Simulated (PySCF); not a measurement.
# C6H5F: electronic excitations at several levels of theory

How much do the electronic excitations of C6H5F (`C=CC#C/C=C\F`) depend on the level of theory, and what does each level cost?

Programs: PySCF 2.14.0, with density-fitted response routines of our own. Each step states its level of theory. These are calculated values for one molecule in the gas phase, unless marked as measured. Atoms count from 0, in the outputs and in this text.

## 1. The starting structure

12 atoms, charge 0, multiplicity 1; geometry from: GFN2-xTB. The atoms were then displaced at random by about 0.01 Å, so the start is not that level's minimum.

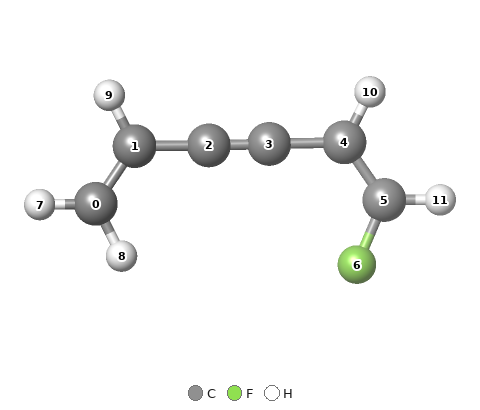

As it starts; carbon grey, fluorine green, hydrogen white, atoms numbered.

## 2. Relaxing the molecule at PBE0-D3(BJ)/def2-SVP

What the job is given:

```
{"job": {"xc": "PBE0", "basis": "def2-SVP", "d3": "d3bj", "grid": 1, "shake": 0.01, "kind": "geom"}, "charge": 0, "multiplicity": 1}
C      2.729970     0.566680     0.450570
C      1.995600    -0.537140     0.383270
C      0.587640    -0.555580     0.196710
C     -0.557640    -0.587710     0.048850
C     -1.984840    -0.622710    -0.139120
C     -2.741730     0.474960    -0.278520
F     -2.222050     1.709750    -0.266890
H      3.792270     0.584290     0.580980
H      2.237650     1.562880     0.377250
H      2.474620    -1.504850     0.483250
H     -2.469340    -1.587920    -0.140360
H     -3.802470     0.469090    -0.410860
```

Launch:

```bash
$ OMP_NUM_THREADS=1 python probes_run.py task.json out
```

This one command runs all jobs of the session in turn.

Log:

```text
step   0  E = -330.74983520  max force = 0.166673
step   1  E = -330.76065413  max force = 0.024451
step   2  E = -330.76030208  max force = 0.008278
step   3  E = -330.76108717  max force = 0.005079
step   4  E = -330.76100591  max force = 0.004131
step   5  E = -330.76114358  max force = 0.001883
step   6  E = -330.76117464  max force = 0.000973
step   7  E = -330.76117473  max force = 0.000620
step   8  E = -330.76117965  max force = 0.000385
optimisation converged
```

Wall time 52 s (1 thread of Arm Neoverse V1, shared host); peak memory 0.49 GiB.

Step by step: (the energy doesn't fall at every step)

```
step  energy from step 0 (eV)  largest force component (eV/Å)
   0                   0.0000                          8.5707
   1                  -0.2944                          1.2573
   2                  -0.2848                          0.4257
   3                  -0.3062                          0.2612
   4                  -0.3040                          0.2124
   5                  -0.3077                          0.0968
   6                  -0.3086                          0.0500
   7                  -0.3086                          0.0319
   8                  -0.3087                          0.0198
```

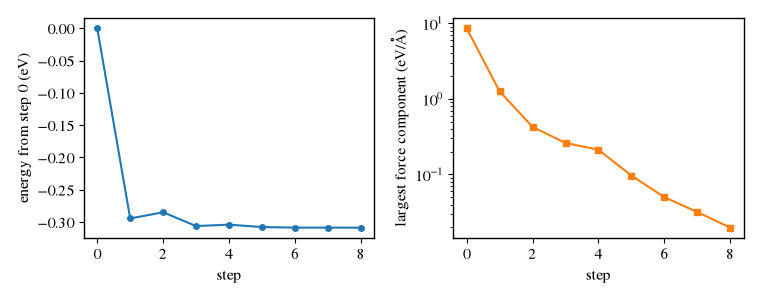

Energy and force, step by step.

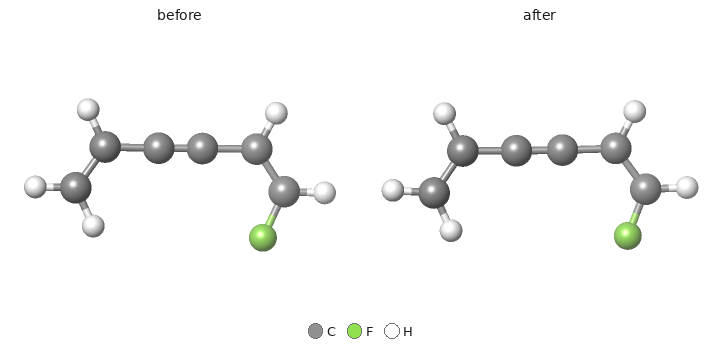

The geometry before (left) and after (right).

Distances of close pairs at the start and the end, largest changes first:

```
  bond  before (Å)  after (Å)  change (Å)
 C2–C3       1.155      1.220      +0.064
 C3–C4       1.440      1.413      -0.027
C5–H11       1.069      1.093      +0.024
 C0–H7       1.070      1.092      +0.022
 C0–H8       1.114      1.093      -0.021
 C5–F6       1.340      1.320      -0.019
 C0–C1       1.327      1.343      +0.016
C4–H10       1.080      1.094      +0.014
```

The next job starts from the end point, and lists it.

```
                         at the end point                value
  point group (found at 0.08 Å tolerance)                   Cs
rotational constants (GHz, main isotopes)  7.022, 1.149, 0.987
                        dipole moment (D)                 0.99
```

## 3. Excited states and response: PBE0/def2-SVP

What the job is given:

```
{"job": {"kind": "uv", "xc": "PBE0", "basis": "def2-SVP"}, "charge": 0, "multiplicity": 1}
C      2.753424     0.675809     0.433511
C      2.036341    -0.458730     0.384136
C      0.630293    -0.515024     0.208907
C     -0.578347    -0.576409     0.058001
C     -1.977798    -0.670505    -0.114917
C     -2.796803     0.379250    -0.271163
F     -2.365473     1.627074    -0.278628
H      3.836573     0.646101     0.571067
H      2.277006     1.654547     0.337598
H      2.548680    -1.423572     0.483860
H     -2.442063    -1.661527    -0.124653
H     -3.878828     0.295085    -0.404700
```

With the program's defaults for keys left out, this is: TDDFT PBE0/def2-SVP, vertical, gas phase, core orbitals frozen in the response.

Log:

```text
coarse grid: 10704 points
cycle   1  E = -330.6489111373  dE =  9.375e-01  |g| = 5.014e-01  |ddm| = 3.937e+00
cycle   2  E = -330.6013580982  dE =  4.755e-02  |g| = 6.856e-01  |ddm| = 1.183e+00
cycle   3  E = -330.7014386709  dE = -1.001e-01  |g| = 1.124e-01  |ddm| = 7.357e-01
cycle   4  E = -330.7038571889  dE = -2.419e-03  |g| = 6.721e-02  |ddm| = 1.579e-01
cycle   5  E = -330.7049130970  dE = -1.056e-03  |g| = 2.016e-02  |ddm| = 6.721e-02
cycle   6  E = -330.7050095056  dE = -9.641e-05  |g| = 5.789e-03  |ddm| = 2.210e-02
cycle   7  E = -330.7050162582  dE = -6.753e-06  |g| = 1.862e-03  |ddm| = 8.196e-03
final grid: 105712 points
cycle   8  E = -330.7536359485  dE = -1.978e-05  |g| = 5.041e-03  |ddm| = 2.390e-02
cycle   9  E = -330.7536340413  dE =  1.907e-06  |g| = 5.849e-03  |ddm| = 1.035e-02
cycle  10  E = -330.7536424149  dE = -8.374e-06  |g| = 1.411e-03  |ddm| = 5.982e-03
cycle  11  E = -330.7536429601  dE = -5.453e-07  |g| = 2.858e-04  |ddm| = 1.521e-03
cycle  12  E = -330.7536429756  dE = -1.542e-08  |g| = 1.278e-04  |ddm| = 3.525e-04
cycle  13  E = -330.7536429795  dE = -3.968e-09  |g| = 4.162e-05  |ddm| = 1.389e-04
cycle  14  E = -330.7536429800  dE = -4.119e-10  |g| = 9.246e-06  |ddm| = 4.910e-05
converged SCF energy = -330.7536429800

Static polarisability (au): isotropic 74.257, principal 29.772 57.891 135.108

Singlet excitations
state   eV       nm        f      main configurations
  1   4.6896    264.4   0.52159   H->L 0.92
  2   4.7278    262.2   0.00063   H-1->L 0.99
  3   5.6782    218.4   0.00004   H->L+2 0.95
  4   6.0928    203.5   0.00073   H->L+1 0.50, H-2->L 0.48
  5   7.0196    176.6   0.00078   H-1->L+1 0.98
  6   7.2857    170.2   0.29243   H->L+1 0.36, H-2->L 0.36, H-3->L 0.17
  7   7.4078    167.4   0.40174   H-3->L 0.47, H-1->L+2 0.24, H-2->L 0.14
  8   7.6004    163.1   0.00224   H->L+3 0.81, H-2->L+2 0.16
  9   7.7352    160.3   0.00003   H-4->L 0.93
 10   8.0365    154.3   0.00058   H-5->L 0.92

Triplet excitations (Tamm-Dancoff, eV): 2.6577 4.1358 4.4447 5.4171
```

Wall time 14 s (1 thread of Arm Neoverse V1, shared host); peak memory 0.59 GiB.

The orbitals next to the gap, with their largest atomic shares:

```
orbital     eV                       atoms
 HOMO−3  -9.99   C2 28 %, C3 26 %, C1 18 %
 HOMO−2  -8.52   C4 27 %, C1 25 %, C0 20 %
 HOMO−1  -7.75            C3 43 %, C2 42 %
   HOMO  -6.39   C0 21 %, C2 20 %, C5 18 %
   LUMO  -1.38   C0 26 %, C5 23 %, C3 13 %
 LUMO+1   0.78   C1 23 %, C4 22 %, C5 20 %
 LUMO+2   0.93  C2 28 %, C3 27 %, H10 11 %
```

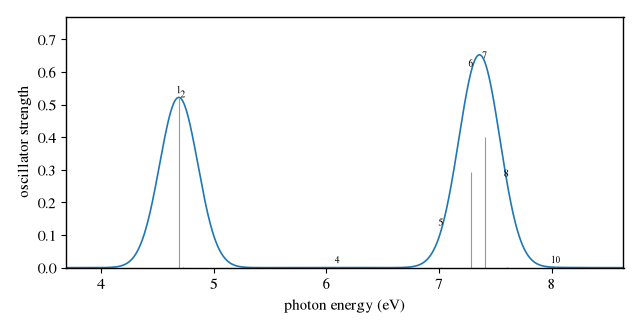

Absorption spectrum from the 10 singlet states computed; above the last one it falls off for lack of states. Lines are broadened to a width of 0.40 eV (Gaussian).

Ground-state properties from the same run:

```
           property  computed
  dipole moment (D)      0.99
polarisability (Å³)     11.00
 HOMO–LUMO gap (eV)      5.01
      −ε(HOMO) (eV)      6.39
```

## 4. Excited states and response: PBE0/def2-TZVP

Same as in step 3 but for these lines:

```diff
@@ -1,2 +1,2 @@
-{"job": {"kind": "uv", "xc": "PBE0", "basis": "def2-SVP"}, "charge": 0, "multiplicity": 1}
+{"job": {"kind": "uv", "xc": "PBE0", "basis": "def2-TZVP"}, "charge": 0, "multiplicity": 1}
 C      2.753424     0.675809     0.433511
```

With the program's defaults for keys left out, this is: TDDFT PBE0/def2-TZVP, vertical, gas phase, core orbitals frozen in the response.

Log:

```text
coarse grid: 10704 points
cycle   1  E = -331.0756283484  dE =  9.884e-01  |g| = 5.279e-01  |ddm| = 3.644e+00
cycle   2  E = -331.0244771988  dE =  5.115e-02  |g| = 7.245e-01  |ddm| = 1.223e+00
cycle   3  E = -331.1304459880  dE = -1.060e-01  |g| = 1.252e-01  |ddm| = 6.871e-01
cycle   4  E = -331.1332654809  dE = -2.819e-03  |g| = 7.410e-02  |ddm| = 1.550e-01
cycle   5  E = -331.1344788433  dE = -1.213e-03  |g| = 2.534e-02  |ddm| = 6.218e-02
cycle   6  E = -331.1346274042  dE = -1.486e-04  |g| = 5.858e-03  |ddm| = 2.107e-02
cycle   7  E = -331.1346336105  dE = -6.206e-06  |g| = 2.407e-03  |ddm| = 9.060e-03
final grid: 105712 points
cycle   8  E = -331.1240345181  dE = -5.048e-05  |g| = 6.297e-03  |ddm| = 1.432e-01
cycle   9  E = -331.1240283718  dE =  6.146e-06  |g| = 7.937e-03  |ddm| = 1.541e-02
cycle  10  E = -331.1240427040  dE = -1.433e-05  |g| = 1.922e-03  |ddm| = 8.789e-03
cycle  11  E = -331.1240436631  dE = -9.590e-07  |g| = 4.302e-04  |ddm| = 1.737e-03
cycle  12  E = -331.1240436896  dE = -2.658e-08  |g| = 2.696e-04  |ddm| = 4.556e-04
cycle  13  E = -331.1240437088  dE = -1.917e-08  |g| = 4.478e-05  |ddm| = 2.116e-04
cycle  14  E = -331.1240437093  dE = -4.497e-10  |g| = 1.370e-05  |ddm| = 4.441e-05
converged SCF energy = -331.1240437093

Static polarisability (au): isotropic 83.235, principal 41.027 64.834 143.845

Singlet excitations
state   eV       nm        f      main configurations
  1   4.5861    270.3   0.52821   H->L 0.93
  2   4.6732    265.3   0.00014   H-1->L 0.99
  3   5.6024    221.3   0.00003   H->L+2 0.95
  4   6.0046    206.5   0.00155   H->L+1 0.55, H-2->L 0.44
  5   6.8972    179.8   0.00058   H-1->L+1 0.98
  6   7.0486    175.9   0.25909   H-2->L 0.51, H->L+1 0.40
  7   7.1329    173.8   0.00353   H->L+3 0.91
  8   7.2860    170.2   0.43175   H-3->L 0.56, H-1->L+2 0.35
  9   7.6635    161.8   0.00003   H-4->L 0.83
 10   7.7758    159.4   0.00044   H->L+4 0.60, H->L+5 0.23

Triplet excitations (Tamm-Dancoff, eV): 2.6460 4.1157 4.3968 5.3563
```

Wall time 54 s (1 thread of Arm Neoverse V1, shared host); peak memory 0.9 GiB.

Key values: HOMO -6.46 eV, LUMO -1.51 eV; lowest singlet 4.59 eV.

## 5. TDDFT and polarisability: PBE0/aug-cc-pVDZ

Same as in step 4 but for these lines:

```diff
@@ -1,2 +1,2 @@
-{"job": {"kind": "uv", "xc": "PBE0", "basis": "def2-TZVP"}, "charge": 0, "multiplicity": 1}
+{"job": {"kind": "uv", "xc": "PBE0", "basis": "aug-cc-pVDZ"}, "charge": 0, "multiplicity": 1}
 C      2.753424     0.675809     0.433511
```

With the program's defaults for keys left out, this is: TDDFT PBE0/aug-cc-pVDZ, vertical, gas phase, core orbitals frozen in the response.

Log:

```text
coarse grid: 10704 points
cycle   1  E = -330.9751519558  dE =  1.023e+00  |g| = 4.660e-01  |ddm| = 1.190e+01
cycle   2  E = -330.9283436499  dE =  4.681e-02  |g| = 6.524e-01  |ddm| = 2.728e+00
cycle   3  E = -331.0232154388  dE = -9.487e-02  |g| = 1.096e-01  |ddm| = 1.560e+00
cycle   4  E = -331.0255601859  dE = -2.345e-03  |g| = 6.414e-02  |ddm| = 3.754e-01
cycle   5  E = -331.0265042992  dE = -9.441e-04  |g| = 2.043e-02  |ddm| = 1.432e-01
cycle   6  E = -331.0266044602  dE = -1.002e-04  |g| = 5.487e-03  |ddm| = 6.335e-02
cycle   7  E = -331.0266102476  dE = -5.787e-06  |g| = 2.123e-03  |ddm| = 1.320e-02
final grid: 105712 points
cycle   8  E = -331.0354410092  dE = -2.649e-05  |g| = 5.781e-03  |ddm| = 2.526e-01
cycle   9  E = -331.0354376956  dE =  3.314e-06  |g| = 6.910e-03  |ddm| = 4.981e-02
cycle  10  E = -331.0354495475  dE = -1.185e-05  |g| = 1.642e-03  |ddm| = 2.249e-02
cycle  11  E = -331.0354503128  dE = -7.652e-07  |g| = 2.920e-04  |ddm| = 4.223e-03
cycle  12  E = -331.0354503252  dE = -1.249e-08  |g| = 1.785e-04  |ddm| = 8.732e-04
cycle  13  E = -331.0354503333  dE = -8.090e-09  |g| = 4.503e-05  |ddm| = 4.348e-04
cycle  14  E = -331.0354503338  dE = -4.660e-10  |g| = 1.403e-05  |ddm| = 1.256e-04
converged SCF energy = -331.0354503338

Static polarisability (au): isotropic 88.185, principal 47.379 68.572 148.605

Singlet excitations
state   eV       nm        f      main configurations
  1   4.5488    272.6   0.54079   H->L 0.93
  2   4.6638    265.8   0.00011   H-1->L 0.99
  3   5.3574    231.4   0.00034   H->L+1 0.63, H->L+2 0.21, H->L+7 0.12
  4   5.5893    221.8   0.00697   H->L+2 0.68, H->L+1 0.28
  5   5.9268    209.2   0.00451   H->L+3 0.63, H-2->L 0.36
  6   6.2084    199.7   0.00191   H->L+4 0.93
  7   6.3282    195.9   0.00219   H->L+7 0.40, H->L+5 0.34
  8   6.4424    192.5   0.01046   H->L+5 0.48, H->L+6 0.28, H->L+7 0.14
  9   6.6557    186.3   0.00083   H->L+6 0.60, H->L+7 0.27, H->L+5 0.09
 10   6.7588    183.4   0.10503   H-2->L 0.39, H->L+3 0.21, H-1->L+1 0.15

Triplet excitations (Tamm-Dancoff, eV): 2.6477 4.1119 4.3930 5.1954
```

Run time: 35 s. Hardware: 1 thread of Arm Neoverse V1, shared host; peak memory 0.82 GiB.

This run: HOMO -6.48 eV, LUMO -1.55 eV; lowest singlet 4.55 eV.

## 6. TDDFT and polarisability: PBE0/6-31+G*

Same as in step 5 but for these lines:

```diff
@@ -1,2 +1,2 @@
-{"job": {"kind": "uv", "xc": "PBE0", "basis": "aug-cc-pVDZ"}, "charge": 0, "multiplicity": 1}
+{"job": {"kind": "uv", "xc": "PBE0", "basis": "6-31+G*"}, "charge": 0, "multiplicity": 1}
 C      2.753424     0.675809     0.433511
```

Method: TDDFT PBE0/6-31+G*, vertical, gas phase, core orbitals frozen in the response.

Log:

```text
coarse grid: 10704 points
cycle   1  E = -330.9979107631  dE =  1.014e+00  |g| = 4.684e-01  |ddm| = 9.223e+02
cycle   2  E = -330.9539392737  dE =  4.397e-02  |g| = 6.410e-01  |ddm| = 3.651e+00
cycle   3  E = -331.0473863495  dE = -9.345e-02  |g| = 1.149e-01  |ddm| = 1.768e+00
cycle   4  E = -331.0501131232  dE = -2.727e-03  |g| = 6.272e-02  |ddm| = 3.232e-01
cycle   5  E = -331.0510009561  dE = -8.878e-04  |g| = 2.123e-02  |ddm| = 1.181e-01
cycle   6  E = -331.0511096682  dE = -1.087e-04  |g| = 5.447e-03  |ddm| = 4.646e-02
cycle   7  E = -331.0511153503  dE = -5.682e-06  |g| = 2.133e-03  |ddm| = 2.664e-02
final grid: 105712 points
cycle   8  E = -331.0045053752  dE = -2.342e-05  |g| = 5.667e-03  |ddm| = 1.523e-01
cycle   9  E = -331.0045024421  dE =  2.933e-06  |g| = 6.766e-03  |ddm| = 2.221e-02
cycle  10  E = -331.0045137170  dE = -1.127e-05  |g| = 1.586e-03  |ddm| = 1.240e-02
cycle  11  E = -331.0045144206  dE = -7.036e-07  |g| = 3.171e-04  |ddm| = 8.359e-03
cycle  12  E = -331.0045144378  dE = -1.726e-08  |g| = 1.651e-04  |ddm| = 7.813e-04
cycle  13  E = -331.0045144445  dE = -6.619e-09  |g| = 4.609e-05  |ddm| = 3.856e-04
cycle  14  E = -331.0045144450  dE = -4.859e-10  |g| = 1.327e-05  |ddm| = 1.704e-04
converged SCF energy = -331.0045144450

Static polarisability (au): isotropic 82.752, principal 40.425 63.714 144.117

Singlet excitations
state   eV       nm        f      main configurations
  1   4.5787    270.8   0.53933   H->L 0.93
  2   4.7038    263.6   0.00009   H-1->L 0.98
  3   5.3998    229.6   0.00018   H->L+1 0.85
  4   5.8576    211.7   0.00684   H->L+2 0.89
  5   5.9670    207.8   0.00354   H->L+3 0.61, H-2->L 0.38
  6   6.5791    188.5   0.00005   H->L+5 0.53, H->L+4 0.41
  7   6.6240    187.2   0.01137   H->L+4 0.51, H->L+5 0.26, H->L+7 0.14
  8   6.7435    183.9   0.00581   H->L+7 0.43, H->L+6 0.24, H->L+5 0.17
  9   6.8512    181.0   0.15613   H-2->L 0.46, H->L+3 0.26, H->L+8 0.14
 10   6.8909    179.9   0.00116   H-1->L+3 0.95

Triplet excitations (Tamm-Dancoff, eV): 2.6449 4.1181 4.4266 5.2127
```

Run time: 20 s. Hardware: 1 thread of Arm Neoverse V1, shared host; peak memory 0.66 GiB.

Key values: HOMO -6.44 eV, LUMO -1.49 eV; lowest singlet 4.58 eV.

## 7. Run by run: electronic excitations

Excitations and ground-state properties, with basis size and wall time:

```
             run  lowest singlet (eV)  brightest (eV)      f  gap (eV)  α (Å³)  μ (D)  functions  time
   PBE0/def2-SVP                 4.69            4.69  0.522      5.01   11.00   0.99        123  14 s
  PBE0/def2-TZVP                 4.59            4.59  0.528      4.95   12.33   0.99        247  54 s
PBE0/aug-cc-pVDZ                 4.55            4.55  0.541      4.93   13.07   0.98        206  35 s
    PBE0/6-31+G*                 4.58            4.58  0.539      4.95   12.26   1.08        136  20 s
```

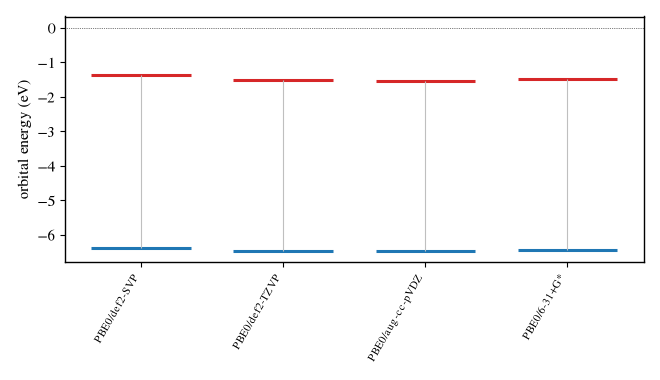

HOMO (blue) and LUMO (red) run by run.

## 8. Results

```
                            quantity                        value
                         point group                           Cs
rotational constants (main isotopes)         7.02, 1.15, 0.99 GHz
      lowest singlet (PBE0/def2-SVP)  4.69 eV (264 nm), f = 0.522
                      lowest triplet                      2.66 eV
         range of the lowest singlet              4.55 to 4.69 eV
```

In words: Single values in the summary come from the first sound run of each kind (PBE0/def2-SVP), which need not be the best level. The start of the PBE0/def2-SVP relaxation was shaken at random by about 0.01 Å, so part of the energy gained, and of the first lengths quoted, undoes that. Relaxing lowered the energy by 0.309 eV in 8 steps; the close pair that moved most is C2–C3, from 1.155 to 1.220 Å. No frequency check was run at this level, so the end point may be a saddle. The first singlet state (HOMO→LUMO 0.92) lies at 4.69 eV and is bright. The lowest triplet lies 2.03 eV below the lowest singlet (triplets in Tamm-Dancoff, singlets in full TDDFT). The lowest singlet runs from 4.55 eV (PBE0/aug-cc-pVDZ) to 4.69 eV (PBE0/def2-SVP), while the orbital gap spans 4.93 to 5.01 eV. The lowest state need not be the same one in every run.
